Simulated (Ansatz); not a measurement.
Single-point calculation of Si$_{2}$H$_{7}$SF

The run: single-point calculation of Si$_{2}$H$_{7}$SF. Method and program: RKS PBE0-D4/def2-TZVPP (Ansatz 0.2.0).

The geometry is a transition state. The reaction was set up to form Si1–S7 and F2–H6 and to break Si1–F2 and H6–S7 (atoms counted from 1 in the order of the input); sticks are drawn by distance alone. The geometry comes from this level: PBE0-D4/def2-TZVP.

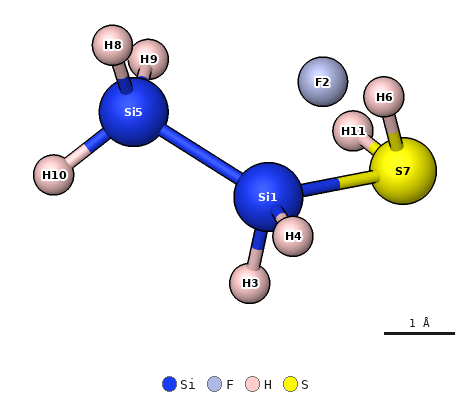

The structure as given in the input (ball-and-stick view, seen at a tilt; atoms are numbered from 1 in the order of the input). Bond lengths as drawn: H–S 1.34 to 1.49 Å, H–Si 1.48 to 1.51 Å, Si–Si 2.34 Å and S–Si 2.40 Å.

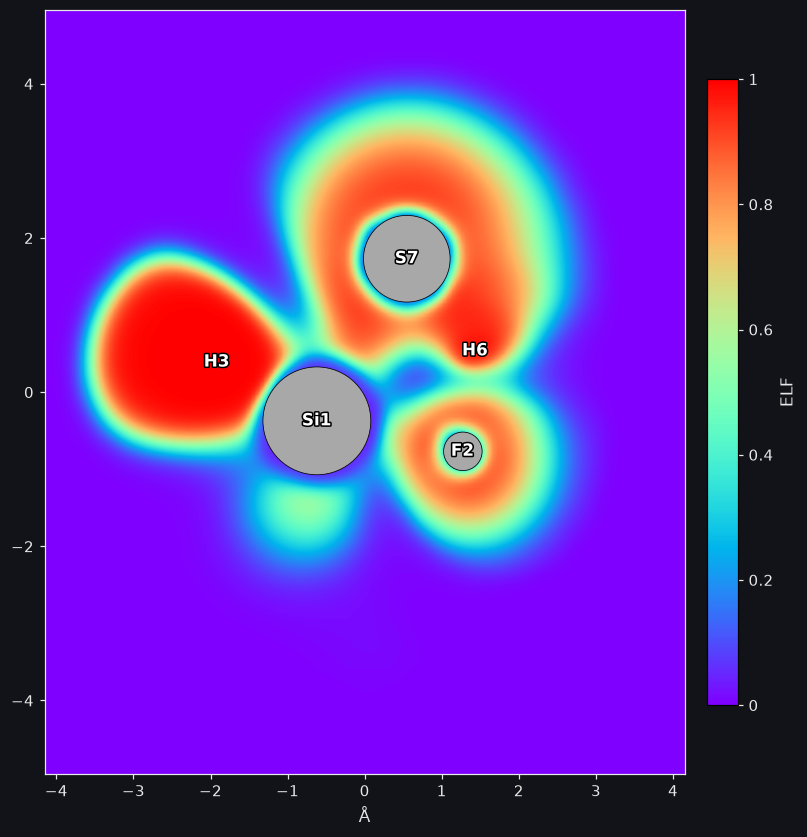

ELF on the plane of atoms Si1, S7 and H6. Grey discs, where drawn, cover atomic cores. The section cuts through Si, F, H and S sites. Si1···F2 (1.94 Å): the ELF peaks at about 0.85 between the atoms. Si–S (2.40 Å): the ELF peaks at about 0.90 between the atoms (localised, shared-pair bonding). F–H (1.31 Å): the ELF climbs to about 0.90 towards the hydrogen, as it does in any bond to H. Si–H (1.51 Å): the ELF climbs to about 1 towards the hydrogen.

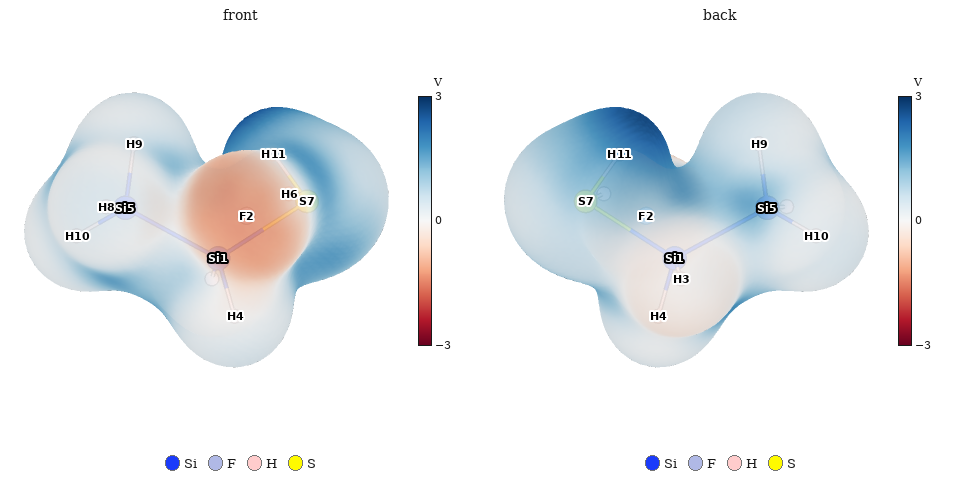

The molecular electrostatic potential painted on the density surface at 0.004 e/bohr³, seen face on and from behind; the colour scale runs from red (negative) to blue (positive).

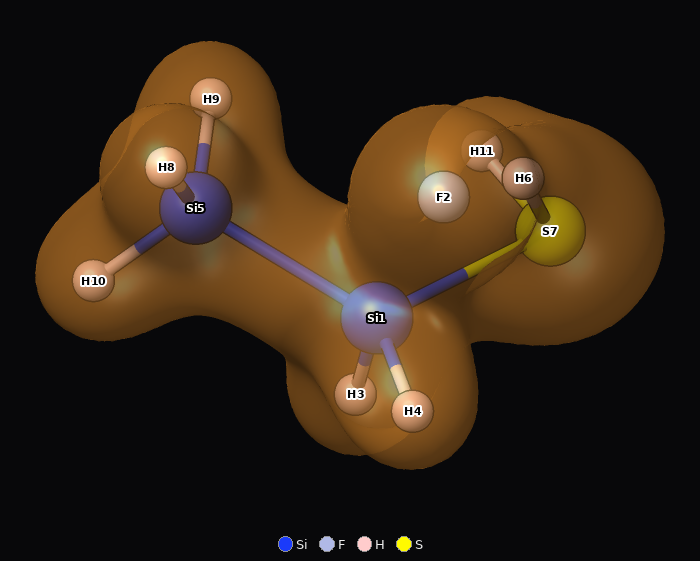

Isosurface of the electron density at 0.2 e/Å³ (orange), seen at a tilt. At this value the surface is in one piece. On the grid the lowest density along these lines, outside the cores, is 0.44 e/Å³ (Si···F, 1.94 Å), 0.65 e/Å³ (Si–Si, 2.34 Å), 0.41 e/Å³ (Si–S, 2.40 Å) and 0.82 e/Å³ (F–H, 1.31 Å).

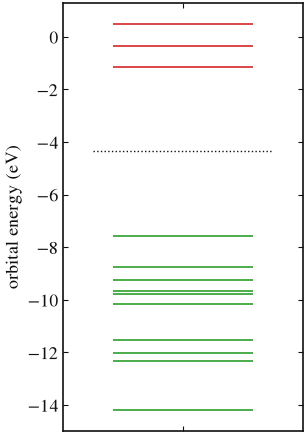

Orbital energies near the frontier; the dotted line parts filled from empty levels, and levels within 0.02 eV of each other stand side by side. Highest filled −7.58 eV, lowest empty −1.14 eV, 6.44 eV apart.

These pictures come from the run below.

Input:
```yaml
crystal:
  periodic: [false, false, false]
  atoms:
    - {symbol: Si, position_ang: [-0.661383, -0.007062, -0.658803]}
    - {symbol: F, position_ang: [-0.128399, -1.748955, -0.005218]}
    - {symbol: H, position_ang: [-0.673543, 1.283669, -1.438733]}
    - {symbol: H, position_ang: [-1.943786, -0.614638, -1.083003]}
    - {symbol: Si, position_ang: [-0.251834, 0.768391, 1.509426]}
    - {symbol: H, position_ang: [0.789231, -1.694508, -0.942455]}
    - {symbol: S, position_ang: [1.169978, -0.751315, -2.028384]}
    - {symbol: H, position_ang: [-0.768821, -0.144023, 2.560721]}
    - {symbol: H, position_ang: [1.228576, 0.876529, 1.665334]}
    - {symbol: H, position_ang: [-0.829166, 2.127361, 1.695283]}
    - {symbol: H, position_ang: [2.069047, -0.095547, -1.274167]}
basis:
  gaussian: {orbitals: def2-TZVPP}
hamiltonian: {xc: pbe0, dispersion: d4}
output: {orbitals: {seedname: orbitals}}
```

Command:
```bash
ansatz run in.yaml --threads 4 --pin off --events-out ev --progress --plain --max-ram 9574MiB
```

Output:
```
Functional definition: PBE0
  name "PBE0"
  cite "Adamo & Barone, J. Chem. Phys. 110, 6158 (1999) doi:10.1063/1.478522"
  cite "Perdew, Burke & Ernzerhof, Phys. Rev. Lett. 77, 3865 (1996) doi:10.1103/PhysRevLett.77.3865"
  parent pbe
  parameter a = 0.25
  parameter kappa = 0.804
  parameter beta = 0.06672455060314922
  exchange = (1 - a)*pbe_x(kappa = kappa, mu = beta*pi^2/3) + a*exact_x
  correlation = pbe_c(beta = beta)
1466 factors; their error is unknown
mean field evaluation 1: about -29408.1346 eV, gradient 3.3e1 eV
mean field evaluation 2: about -29404.5830 eV, gradient 6.1e1 eV
mean field evaluation 4: about -29410.0566 eV, gradient 1.5e0 eV
mean field evaluation 8: about -29410.1090 eV, gradient 2.2e-1 eV
mean field evaluation 16: about -29410.1090 eV, gradient 3.2e-5 eV
mean field -29410.10901934 eV, -1080.8015715730 hartree, gradient 3.2e-5 eV, S^2 0.000000; 0 other end points of the search recorded, 0 dependent functions left out
reference -29410.10905348 eV, -1080.8015728274 hartree; 30, 30 occupied and 225, 225 virtual orbitals, 1466 factors
Total energy: -29410.33115930 eV, -1080.8097350657 hartree
```

Summary:

```csv
quantity,value
outcome,converged
total energy,−29410.3312 eV
mean-field energy,−29410.1091 eV
dispersion energy,−0.2221 eV
SCF solution under orbital rotations,stable
HOMO,−7.58 eV
LUMO,−1.14 eV
hardware,"4 threads of Arm Neoverse V1, 23 GiB of memory available, shared host"
wall time,3.6 s (CPU time 13 s)
peak memory,0.69 GiB
```
